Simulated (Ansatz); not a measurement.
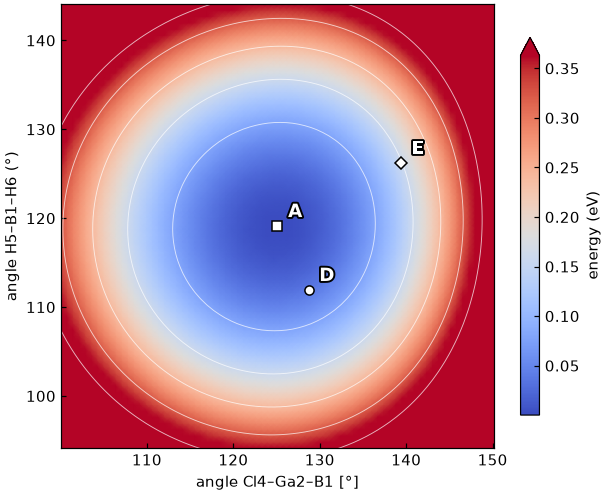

BClFGaH₂, SMILES [BH2][Ga]([F])[Cl]. The first coordinate is: angle Cl4–Ga2–B1; the second: angle H5–B1–H6. Nothing is relaxed (all other coordinates rigid). Grid: 15 × 15 points. Points are written as (first, second). Energies are in eV, from the lowest grid point. Computed with RKS PBE0-D4/def2-TZVP in Ansatz 0.2.0.

In the figure: a smooth colour map with a few white contour lines, one colour for all values above the top of the scale, lettered points. Between grid points the surface is interpolated.

**Is D the lowest point of the computed grid?**

No. D lies 0.038 eV above the lowest grid point, which is at (125.1°, 119.1°).

**Rank the lettered points by energy, lowest first.**

A (0.000 eV), D (0.038 eV), E (0.157 eV).

**What kind of point is each of A, D, E: minimum, saddle, maximum or slope?**

A: minimum; D: on a slope; E: on a slope. (In these two coordinates alone; a stationary point may lie a little off the grid point.)
